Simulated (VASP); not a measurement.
## Nickel under strain

How does the pressure of Nickel answer to a change of volume? The bands are shown for each cell. All runs use PBE. Left out of this account: 1 further run (fields: a reference on another mesh). The start is a cell from a database of measured crystal structures.

Calculated with VASP 6.6.1; PBE, spin-polarised from a ferromagnetic start (one magnetic atom a cell); plane waves and PAW (Ni).

### 1. Starting point

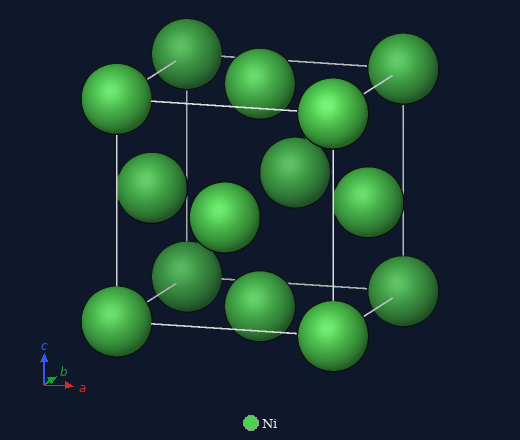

The cell as given, slightly off an axis (nickel green). This picture shows the conventional cell, with its axes. Some periodic images of atoms are drawn too.

### 2. Bands, cell as listed

Levels along the symmetry lines show where the bands peak and cross; KPOINTS_OPT computes them in the converged potential. PBE, the usual starting point, adds the gradient of the density.

The input, INCAR:

```
SYSTEM = Ni
PREC = Accurate
ENCUT = 400
EDIFF = 1E-06
NELM = 100
ISMEAR = -1
SIGMA = 0.05
LREAL = .FALSE.
ALGO = Normal
GGA = PE
NBANDS = 17
ISPIN = 2
MAGMOM = 1
LASPH = .TRUE.
LMAXMIX = 4
LORBIT = 11
LWAVE = .FALSE.
LCHARG = .FALSE.
KPAR = 2
```

The input, POSCAR:

```
Ni
1.0
    0.0000000000      1.7619350000      1.7619350000
    1.7619350000      0.0000000000      1.7619350000
    1.7619350000      1.7619350000      0.0000000000
Ni
1
Direct
    0.0000000000      0.0000000000      0.0000000000
```

The input, KPOINTS:

```
Automatic mesh
0
Gamma
19 19 19
0 0 0
```

The input, KPOINTS_OPT:

```
Line mode
16
Line-mode
Reciprocal
  0.00000000   0.00000000   0.00000000 GAMMA
  0.50000000   0.00000000   0.50000000 X

  0.50000000   0.00000000   0.50000000 X
  0.50000000   0.25000000   0.75000000 W

  0.50000000   0.25000000   0.75000000 W
  0.37500000   0.37500000   0.75000000 K

  0.37500000   0.37500000   0.75000000 K
  0.00000000   0.00000000   0.00000000 GAMMA

  0.00000000   0.00000000   0.00000000 GAMMA
  0.50000000   0.50000000   0.50000000 L

  0.50000000   0.50000000   0.50000000 L
  0.62500000   0.25000000   0.62500000 U

  0.62500000   0.25000000   0.62500000 U
  0.50000000   0.25000000   0.75000000 W

  0.50000000   0.25000000   0.75000000 W
  0.50000000   0.50000000   0.50000000 L

  0.50000000   0.50000000   0.50000000 L
  0.37500000   0.37500000   0.75000000 K

  0.62500000   0.25000000   0.62500000 U
  0.50000000   0.00000000   0.50000000 X
```

Potentials, in the order of the species: Ni (PBE family, release 64).

On the command line:

```console
mpirun -np 2 vasp_std
```

What it wrote:

```text
[banner, memory and clock lines left out]
running    2 mpi-ranks, on    1 nodes
 distrk:  each k-point on    1 cores,    2 groups
 distr:  one band on    1 cores,    1 groups

 POSCAR found type information on POSCAR Ni
 POSCAR found :  1 types and       1 ions
 LDA part: xc-table for (Slater+PW92), standard interpolation
 POSCAR, INCAR and KPOINTS ok, starting setup
 FFT: planning ... GRIDC
 FFT: planning ... GRID_SOFT
 FFT: planning ... GRID
 WAVECAR not read
 entering main loop
       N       E                     dE             d eps       ncg     rms          rms(c)
DAV:   1     0.299223020812E+02    0.29922E+02   -0.32855E+03 16405   0.618E+02
DAV:   2    -0.522306098548E+01   -0.35145E+02   -0.32531E+02 16791   0.132E+02
DAV:   3    -0.649630927900E+01   -0.12732E+01   -0.12629E+01 18114   0.256E+01
DAV:   4    -0.650152219965E+01   -0.52129E-02   -0.52117E-02 18780   0.153E+00
DAV:   5    -0.650154964297E+01   -0.27443E-04   -0.27441E-04 18903   0.104E-01    0.987E+00
DAV:   6    -0.583267611845E+01    0.66887E+00   -0.13222E+01 22206   0.356E+01    0.609E+00
DAV:   7    -0.549436265503E+01    0.33831E+00   -0.23279E+00 20483   0.135E+01    0.191E+00
DAV:   8    -0.548061962874E+01    0.13743E-01   -0.20374E-02 19621   0.813E-01    0.965E-01
DAV:   9    -0.547789482781E+01    0.27248E-02   -0.22289E-03 24265   0.261E-01    0.259E-01
DAV:  10    -0.547735096779E+01    0.54386E-03   -0.65766E-04 24002   0.134E-01    0.396E-02
DAV:  11    -0.547734266533E+01    0.83025E-05   -0.52287E-05 21429   0.534E-02    0.241E-02
DAV:  12    -0.547734337215E+01   -0.70682E-06   -0.17648E-06 14886   0.843E-03
   1 F= -.54773434E+01 E0= -.54698639E+01  d E =-.149588E-01  mag=     0.6345
 Start KPOINTS_OPT (optional k-point list driver)
k-point batch [1-160\160]
       N       E                     dE             ncg
DAV:   1     0.180538691498E+05   -0.51271E+05    11769
DAV:   2     0.119909900253E+05   -0.60629E+04    12214
DAV:   3     0.117717697307E+05   -0.21922E+03    13544
DAV:   4     0.117709891432E+05   -0.78059E+00    13420
DAV:   5     0.117709861568E+05   -0.29864E-02    13556
DAV:   6     0.117709861370E+05   -0.19799E-04    12457
DAV:   7     0.117709861366E+05   -0.41151E-06    10982
```

The job ended after 14 s (2 MPI ranks of AMD EPYC 9R45, shared host; peak memory 0.29 GiB).

Lines that name or quote the potential files are left out of all logs, and their timing lines are given in words.

Parts of OUTCAR (step 2):

```text
ion  position               nearest neighbor table
   1  0.000  0.000  0.000-

  LATTYP: Found a face centered cubic cell.
 ALAT       =     3.5238700000

 Subroutine GETGRP returns: Found 48 space group operations
 (whereof 48 operations were pure point group operations)

The static configuration has the point symmetry O_h .

 Found    220 irreducible k-points:

   k-points           NKPTS =    220   k-points in BZ     NKDIM =    220   number of bands    NBANDS=     17

   dimension x,y,z NGX =    16 NGY =   16 NGZ =   16
   dimension x,y,z NGXF=    32 NGYF=   32 NGZF=   32

   ENCUT  =  400.0 eV  29.40 Ry    5.42 a.u.   4.06  4.06  4.06*2*pi/ulx,y,z

   NELECT =      10.0000    total number of electrons

 k-points in reciprocal lattice and weights: Automatic mesh
   0.00000000  0.00000000  0.00000000       0.000
   0.05263158  0.00000000  0.00000000       0.001
   0.10526316  0.00000000  0.00000000       0.001
   0.15789474  0.00000000  0.00000000       0.001
   0.21052632  0.00000000  0.00000000       0.001
   0.26315789  0.00000000  0.00000000       0.001
   0.31578947  0.00000000  0.00000000       0.001
   0.36842105  0.00000000  0.00000000       0.001
   0.42105263  0.00000000  0.00000000       0.001
[...]
-0.31578947  0.47368421  0.21052632       0.003
  -0.26315789  0.47368421  0.21052632       0.003

 average (electrostatic) potential at core
       1 -82.0733

 E-fermi :   9.3064

 spin component 1
 k-point     1 :       0.0000    0.0000    0.0000
  band No.  band energies     occupation
    ...
      2       6.8769      1.00000
      3       6.8769      1.00000
      4       6.8769      1.00000
      5       8.0451      1.00000
      6       8.0451      1.00000
      7      32.9817      0.00000
      8      36.7950      0.00000
      9      36.7951      0.00000
     10      36.7951      0.00000
     11      39.7184      0.00000
    ...

 k-point     2 :       0.0526    0.0000    0.0000
  band No.  band energies     occupation
    ...
      2       6.8492      1.00000
      3       6.9012      1.00000
      4       6.9012      1.00000
      5       8.0347      1.00000
      6       8.0347      1.00000
      7      32.6431      0.00000
      8      35.3417      0.00000
      9      36.5235      0.00000
     10      36.5235      0.00000
     11      40.1165      0.00000
    ...

 k-point     3 :       0.1053    0.0000    0.0000
  band No.  band energies     occupation
    ...
      2       6.7732      1.00000
      3       6.9659      1.00000
      4       6.9659      1.00000
      5       8.0112      1.00000
      6       8.0112      1.00000
      7      30.9705      0.00000
      8      34.1699      0.00000
      9      35.9733      0.00000
     10      35.9733      0.00000
     11      40.9302      0.00000
    ...

 k-point     4 :       0.1579    0.0000    0.0000
  band No.  band energies     occupation
    ...
      2       6.6704      1.00000
      3       7.0454      1.00000
      4       7.0454      1.00000
      5       7.9983      1.00000
      6       7.9983      1.00000
      7      28.3672      0.00000
      8      33.7742      0.00000
      9      35.4117      0.00000
     10      35.4118      0.00000
     11      40.8747      0.00000
    ...

 k-point     5 :       0.2105    0.0000    0.0000
  band No.  band energies     occupation
    ...
      2       6.5811      1.00000
      3       7.0995      1.00000
      4       7.0995      1.00000
      5       8.0342      1.00000
      6       8.0342      1.00000
      7      25.6531      0.00000
      8      33.4070      0.00000
      9      34.9268      0.00000
     10      34.9268      0.00000
     11      40.9961      0.00000
    ...

 k-point     6 :       0.2632    0.0000    0.0000
  band No.  band energies     occupation
    ...
      2       6.5717      1.00000
      3       7.0977      1.00000
      4       7.0977      1.00000
      5       8.1425      1.00000
      6       8.1425      1.00000
      7      23.0194      0.00000
      8      32.9462      0.00000
      9      34.5392      0.00000
     10      34.5392      0.00000
     11      39.9277      0.00000
    ...

  Total       -0.1026374     -0.1026374     -0.1026374      0.0000000      0.0000000      0.0000000
  in kB      -15.0319946    -15.0319946    -15.0319946      0.0000000      0.0000000      0.0000000
  external PRESSURE =     -15.0319946 kB  Pullay stress =       0.0000000 kB

  energy-cutoff  :      400.00
  volume of cell :       10.94
      direct lattice vectors                 reciprocal lattice vectors
     0.000000000  1.761935000  1.761935000    -0.283778914  0.283778914  0.283778914
     1.761935000  0.000000000  1.761935000     0.283778914 -0.283778914  0.283778914
     1.761935000  1.761935000  0.000000000     0.283778914  0.283778914 -0.283778914

 POSITION                                       TOTAL-FORCE (eV/Angst)
 -----------------------------------------------------------------------------------
      0.00000      0.00000      0.00000         0.000000      0.000000      0.000000
 -----------------------------------------------------------------------------------
    total drift:                                0.000000      0.000000      0.000000

  FREE ENERGIE OF THE ION-ELECTRON SYSTEM (eV)
  ---------------------------------------------------
  free  energy   TOTEN  =        -5.4773433721 eV

  energy  without entropy=       -5.4623845230  energy(sigma->0) =       -5.46986395

 total charge
# of ion       s       p       d       tot
------------------------------------------
    1        0.496   0.493   8.308   9.297

 magnetization (x)
# of ion       s       p       d       tot
------------------------------------------
    1       -0.006  -0.025   0.679   0.647

[... 6 further parts left out ...]
```

The cell holds one magnetic atom, so no antiferromagnetic order fits into it.

This step gave:

| Item | Value |
| --- | --- |
| SCF cycles | 12 |
| electrons | 10 |
| bands | 17 |
| irreducible k-points | 220 |
| symmetry operations | 48 |
| free energy (TOTEN) | -5.477 eV |
| energy at zero smearing | -5.470 eV |
| Fermi energy | 9.306 eV |
| pressure | -1.503 GPa |
| moment of the cell, from the last line of the log | 0.6345 μB |
| metallic | yes |

Spin moment in the PAW sphere by atom:

| atom | spin moment in the PAW sphere (μB) |
| --- | --- |
| Ni1 | 0.647 |

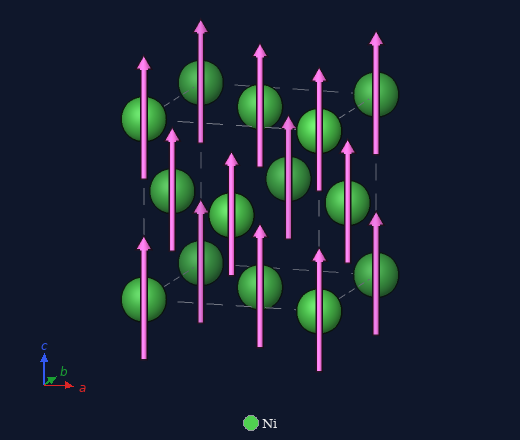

Spin moment in the PAW sphere as arrows, the longest 0.647 μB. Up and down stand for the sign. Arrows give size and sign along the axis of quantisation, drawn up and down the page. Some periodic images of atoms are drawn too.

Spin up. Electronic bands along the path, in eV, zero at the Fermi level; # counts the bands kept:

| point | #2 | #3 | #4 | #5 | #6 | #7 |
| --- | --- | --- | --- | --- | --- | --- |
| Γ | -2.43 | -2.43 | -2.43 | -1.26 | -1.26 | 23.68 |
| X | -4.18 | -0.56 | -0.49 | -0.49 | 2.44 | 9.16 |
| W | -3.06 | -3.06 | -1.33 | -0.49 | 7.69 | 7.69 |
| K | -3.70 | -2.11 | -1.10 | -0.74 | 5.69 | 7.24 |
| Γ | -2.43 | -2.43 | -2.43 | -1.26 | -1.26 | 23.68 |
| L | -2.41 | -2.41 | -0.61 | -0.61 | -0.29 | 5.61 |
| U | -3.70 | -2.11 | -1.10 | -0.74 | 5.69 | 7.24 |
| W | -3.06 | -3.06 | -1.33 | -0.49 | 7.69 | 7.69 |
| L | -2.41 | -2.41 | -0.61 | -0.61 | -0.29 | 5.61 |
| K | -3.70 | -2.11 | -1.10 | -0.74 | 5.69 | 7.24 |
| jump to U | -3.70 | -2.11 | -1.10 | -0.74 | 5.69 | 7.24 |
| X | -4.18 | -0.56 | -0.49 | -0.49 | 2.44 | 9.16 |

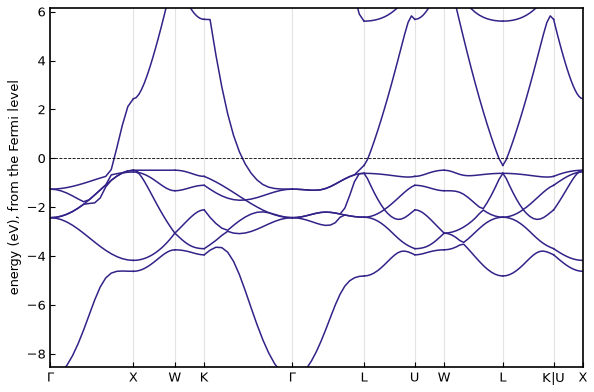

Electronic bands along the path.

Spin down. Electronic bands along the path, in eV, zero at the Fermi level; # counts the bands kept:

| point | #1 | #2 | #3 | #4 | #5 | #6 | #7 |
| --- | --- | --- | --- | --- | --- | --- | --- |
| Γ | -9.02 | -1.67 | -1.67 | -1.67 | -0.67 | -0.67 | 23.51 |
| X | -4.27 | -3.55 | 0.06 | 0.39 | 0.39 | 2.39 | 9.41 |
| W | -3.35 | -2.44 | -2.44 | -0.76 | 0.39 | 7.87 | 7.87 |
| K | -3.52 | -3.15 | -1.48 | -0.52 | 0.12 | 5.89 | 7.42 |
| Γ | -9.02 | -1.67 | -1.67 | -1.67 | -0.67 | -0.67 | 23.51 |
| L | -4.38 | -1.78 | -1.78 | -0.35 | 0.15 | 0.15 | 6.04 |
| U | -3.52 | -3.15 | -1.48 | -0.52 | 0.12 | 5.89 | 7.42 |
| W | -3.35 | -2.44 | -2.44 | -0.76 | 0.39 | 7.87 | 7.87 |
| L | -4.38 | -1.78 | -1.78 | -0.35 | 0.15 | 0.15 | 6.04 |
| K | -3.52 | -3.15 | -1.48 | -0.52 | 0.12 | 5.89 | 7.42 |
| jump to U | -3.52 | -3.15 | -1.48 | -0.52 | 0.12 | 5.89 | 7.42 |
| X | -4.27 | -3.55 | 0.06 | 0.39 | 0.39 | 2.39 | 9.41 |

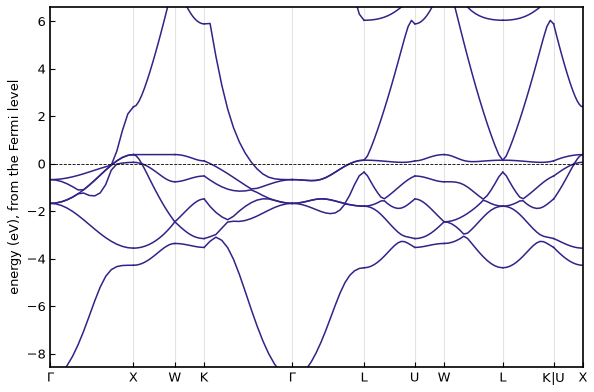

Electronic bands along the path.

There is no gap at this level.

(Part 1 of 4 ends here.)

[Lines on the potential files, build, host, timing and source positions are cut from VASP's logs without a mark.]

[Logs are printed without paths, hosts, clocks, repeated set-up lines and the standing remarks that a program may print on its own settings, such as how far it seeks lower states.]

[Hosts, paths, dates, database ids (printed as entryN), source tags and the programs' standing remarks are cut or masked in the printed files.]

[A measured line is paired with the nearest computed mode of its activity, which favours agreement.]
